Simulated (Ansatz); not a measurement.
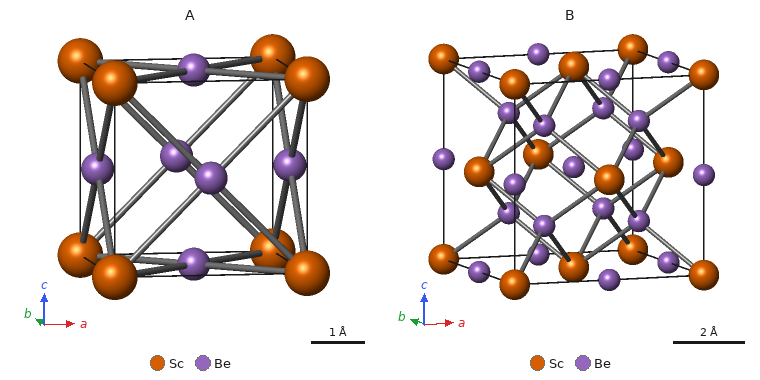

Two structures of ScBe3, each relaxed to rest (conventional cells in solid outline, small ones repeated, not to one scale). Method: DFT PBE, scalar-relativistic, plane waves, PAW (Ansatz), without spin polarisation.

**What are A and B?**

A: Cu₃Au (L1₂) type, Pm-3m. B: D0₃ (BiF₃ or Fe₃Al type), Fm-3m.

**Which structure is more stable?**

B is lower, by 241 meV/atom at this level of theory (energies at zero smearing). Volumes: A 12.7, B 11.6 Å³/atom.

One or both may be structure types tried for this composition rather than known phases.
